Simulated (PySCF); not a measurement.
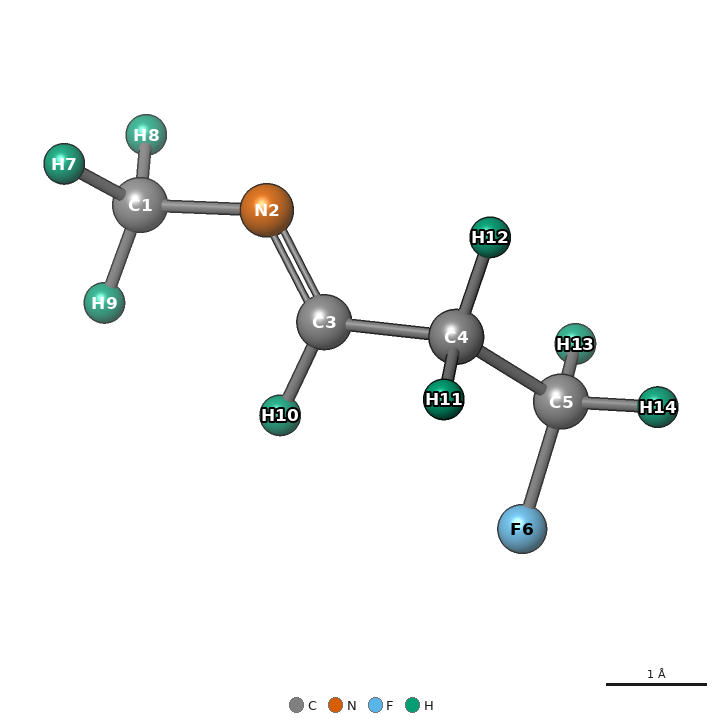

Orthographic view. Depth is shown by fading: the farther an atom, the more it takes the colour of the background. The computed structure is the end point of a PBE0-D3(BJ)/def2-SVP optimisation. No frequency run is at hand to confirm it as a minimum.

Write a MOL file (V2000) with the atoms in numerical order, bonds sorted by atom number with the orders drawn, and coordinates in the frame of the picture: x right, y up, z towards the viewer, origin at the mean position.

```
C4H8FN
                    3D

 14 13  0  0  0  0  0  0  0  0999 V2000
   -2.2000    1.1000   -0.6100 C   0  0  0  0  0  0  0  0  0  0  0  0
   -0.9300    1.0500    0.0600 N   0  0  0  0  0  0  0  0  0  0  0  0
   -0.3500   -0.0700    0.1700 C   0  0  0  0  0  0  0  0  0  0  0  0
    0.9700   -0.2200    0.8600 C   0  0  0  0  0  0  0  0  0  0  0  0
    2.0200   -0.8700   -0.0200 C   0  0  0  0  0  0  0  0  0  0  0  0
    1.6300   -2.1400   -0.3600 F   0  0  0  0  0  0  0  0  0  0  0  0
   -2.9600    1.5100    0.0800 H   0  0  0  0  0  0  0  0  0  0  0  0
   -2.1300    1.8000   -1.4600 H   0  0  0  0  0  0  0  0  0  0  0  0
   -2.5500    0.1200   -0.9900 H   0  0  0  0  0  0  0  0  0  0  0  0
   -0.7900   -1.0000   -0.2400 H   0  0  0  0  0  0  0  0  0  0  0  0
    0.8400   -0.8500    1.7600 H   0  0  0  0  0  0  0  0  0  0  0  0
    1.3100    0.7800    1.1800 H   0  0  0  0  0  0  0  0  0  0  0  0
    2.1600   -0.2900   -0.9500 H   0  0  0  0  0  0  0  0  0  0  0  0
    2.9900   -0.9200    0.5100 H   0  0  0  0  0  0  0  0  0  0  0  0
  1  2  1  0
  1  7  1  0
  1  8  1  0
  1  9  1  0
  2  3  2  0
  3  4  1  0
  3 10  1  0
  4  5  1  0
  4 11  1  0
  4 12  1  0
  5  6  1  0
  5 13  1  0
  5 14  1  0
M  END
```
